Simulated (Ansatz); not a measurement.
**InF3 (SMILES [F][In]([F])[F]) at SVWN5/def2-SVPD (core potential)**

Aim: the vertical electron affinity of InF3 at SVWN5/def2-SVPD (core potential), from 2 runs. 

The calculation is run with Ansatz 0.2.0.

27 further runs of the same task are left out: 27 set aside as unsound or not needed. Runs told in other sessions of the task aren't counted.

### 1 Starting point

InF3: 4 atoms, total charge 0, spin state singlet. SMILES: `[F][In]([F])[F]`. The shape is that of a PBE0-D4/def2-TZVP optimisation.

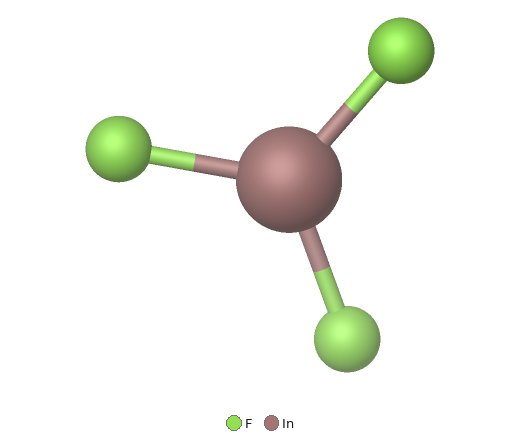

Viewed from a chosen angle; fluorine green, indium brown.

### 2 A single-point energy at SVWN5/def2-SVPD (core potential)

molecule.yaml reads:

```yaml
basis:
  gaussian:
    orbitals: def2-SVPD
crystal:
  periodic: [false, false, false]
  atoms:
    - symbol: F
      position_ang: [-1.305700, -0.375500, 1.339800]
    - symbol: In
      position_ang: [0.013900, -0.015100, -0.005100]
    - symbol: F
      position_ang: [1.768100, -0.777100, 0.143700]
    - symbol: F
      position_ang: [-0.421000, 1.107400, -1.498700]
hamiltonian:
  xc: {name: SVWN5}
output: {orbitals: {seedname: orbitals}}
accuracy: high
```

Started as:

```bash
$ ansatz run molecule.yaml --threads 1 --pin off --max-ram 2610MiB --events-out events.jsonl --progress --plain --runs-dir runs
```

Standard output:

```text
Warning: RAYON_NUM_THREADS=1 ignored (pool sized by the plan → 1); use --threads N
Functional definition: SVWN5
  name "SVWN5"
  exchange = slater_x
  correlation = vwn5_c
2116 factors; integrals over basis functions are off by at most 1.3e-8 eV
mean field evaluation 1: about -13252.3384 eV, gradient 6.9e1 eV
mean field evaluation 2: about -13186.7164 eV, gradient 2.1e2 eV
mean field evaluation 4: about -13260.4555 eV, gradient 2.5e0 eV
mean field evaluation 8: about -13260.4674 eV, gradient 7.7e-2 eV
mean field evaluation 16: about -13260.4674 eV, gradient 1.6e-6 eV
mean field -13260.46742895 eV, -487.3131897463 hartree, gradient 6.7e-8 eV, S^2 0.000000; 0 other end points of the search recorded, 0 dependent functions left out
reference -13260.46743383 eV, -487.3131899258 hartree; 24, 24 occupied and 77, 77 virtual orbitals, 2116 factors
Total energy: -13260.46743383 eV, -487.3131899258 hartree
```

It took 5.4 s on 1 thread of Arm Neoverse V1, shared host; peak memory 0.26 GiB.

### 3 The doublet anion at the same level

job.yaml reads:

```yaml
crystal:
  periodic: [false, false, false]
  atoms:
    - symbol: F
      position_ang: [-1.305700, -0.375500, 1.339800]
    - symbol: In
      position_ang: [0.013900, -0.015100, -0.005100]
    - symbol: F
      position_ang: [1.768100, -0.777100, 0.143700]
    - symbol: F
      position_ang: [-0.421000, 1.107400, -1.498700]
basis:
  gaussian:
    orbitals: def2-SVPD
total_charge: -1
magnetization:
  spin_polarized: true
  initial_magnetization: 1
hamiltonian:
  xc: {name: SVWN5}
accuracy: high
output:
  orbitals: {seedname: orbitals}
```

Started as:

```bash
$ ansatz run job.yaml --threads 1 --pin off --max-ram 2610MiB --events-out events.jsonl --progress --plain --runs-dir runs
```

Standard output:

```text
Warning: RAYON_NUM_THREADS=1 ignored (pool sized by the plan → 1); use --threads N
[... 4 set-up lines as earlier in the session ...]
2116 factors; integrals over basis functions are off by at most 1.3e-8 eV
mean field evaluation 1: about -13261.7950 eV, gradient 1.1e1 eV
mean field evaluation 2: about -13261.8267 eV, gradient 1.1e1 eV
mean field evaluation 4: about -13262.3537 eV, gradient 3.3e-1 eV
mean field evaluation 8: about -13262.3556 eV, gradient 3.2e-2 eV
mean field evaluation 16: about -13262.3556 eV, gradient 2.1e-5 eV
mean field -13262.35557913 eV, -487.3825779854 hartree, gradient 2.8e-8 eV, S^2 0.750414; 0 other end points of the search recorded, 0 dependent functions left out
reference -13262.35558300 eV, -487.3825781277 hartree; 25, 24 occupied and 76, 77 virtual orbitals, 2116 factors
Total energy: -13262.35558300 eV, -487.3825781277 hartree
```

Run time: 6.9 s. Hardware: 1 thread of Arm Neoverse V1, shared host; peak memory 0.29 GiB.

### 4 Summary of results

At SVWN5/def2-SVPD (core potential):

```
                                         quantity          value
                       singlet InF3: total energy  -487.31319 Eh
                        singlet InF3: HOMO energy       -9.67 eV
                        singlet InF3: LUMO energy       -4.92 eV
                      singlet InF3: HOMO–LUMO gap        4.75 eV
                      doublet anion: total energy  -487.38258 Eh
doublet anion: HOMO energy (highest over α and β)        0.90 eV
 doublet anion: LUMO energy (lowest over α and β)        1.29 eV
                              doublet anion: ⟨S²⟩          0.750
vertical electron affinity (to the doublet anion)       1.888 eV
```

At fixed nuclei the extra electron is bound by 1.89 eV (44 kcal/mol). The HOMO (doublet anion) lies at positive energy, 0.90 eV, from the functional's self-interaction, a short basis or an electron that isn't bound; only total energies against the neutral tell.
